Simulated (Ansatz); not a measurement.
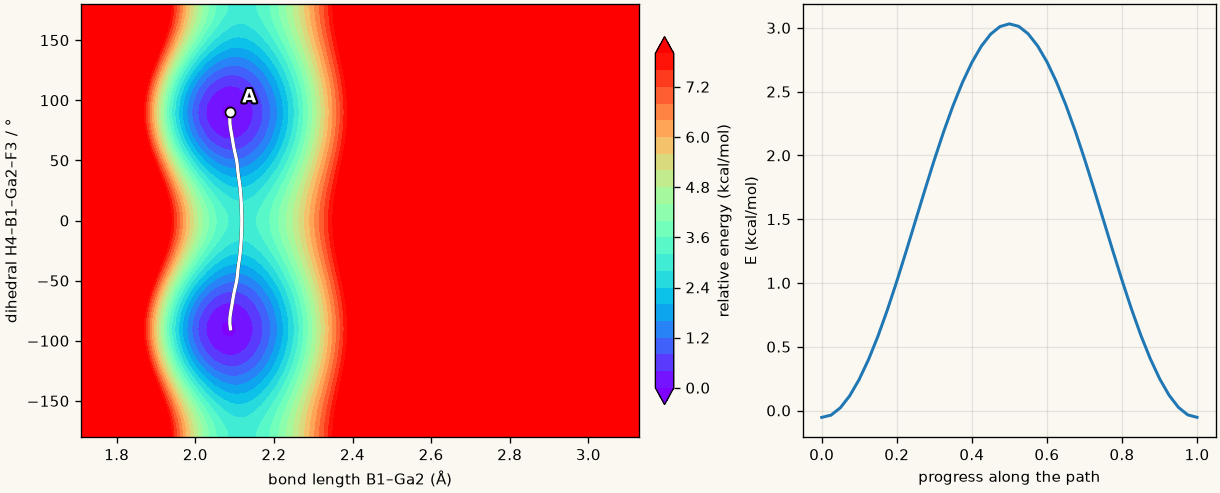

BFGaH3, SMILES [BH2][GaH][F]. The first coordinate is: bond length B1–Ga2; the second: dihedral H4–B1–Ga2–F3. Nothing is relaxed (all other coordinates rigid). The scan uses a 13 × 12 grid; 143 points were computed and 13 follow by symmetry. All energies are given in kcal/mol relative to the lowest grid point. The reference is spin-restricted, which grows unreliable where a bond is stretched far. All numbers below come from RKS B3LYP-D4/def2-TZVP in Ansatz.

In the figure: filled contours, a line along the lowest path, one colour for all values above the top of the scale, the energy along the path at the right, the start A. Between grid points the surface is interpolated.

### Describe the path and its barrier.

The easiest path leads from the well at about bond length B1–Ga2 = 2.09 Å, dihedral H4–B1–Ga2–F3 = 90° to a well of about the same depth at about bond length B1–Ga2 = 2.09 Å, dihedral H4–B1–Ga2–F3 = −90°. Its highest point lies about 3.1 kcal/mol above the bottom of the first well on the interpolated surface, at about bond length B1–Ga2 = 2.12 Å, dihedral H4–B1–Ga2–F3 = 0°. The start is the relaxed structure and all else is held, so a fully relaxed path at this level can only be lower.
